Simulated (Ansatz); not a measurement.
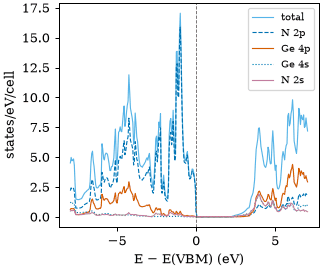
Fig. 1. Total and projected density of states of Ge3N4 in space group P6_3/m (No. 176; Ge on 6h, N on 2c, N on 6h), DFT-PBEsol in the program Ansatz with PAW potentials

Question: Which orbitals carry the states next to the gap?

Answer: Top 1 eV of the valence band: N 2p 95 %. Bottom 1 eV of the conduction band: Ge 4s 41 %, N 2s 38 %, N 2p 13 %. Projections are on Löwdin-orthogonalised atomic valence shells; empty p or d shells of many metals are not among them.

Question: Where is the tallest occupied peak in this window, and what makes it?

Answer: Near -1.0 eV, about 17 states/eV per cell; the largest projected share is N 2p.

The cell was relaxed with PBEsol under the symmetry of its start. Spin–orbit coupling is left out wherever it is not named.

Potentials: the earlier of the program's two PAW sets. The files were generated under PBE; for other functionals the program regenerates the frozen cores, and for LDA and PBEsol the local potential too.
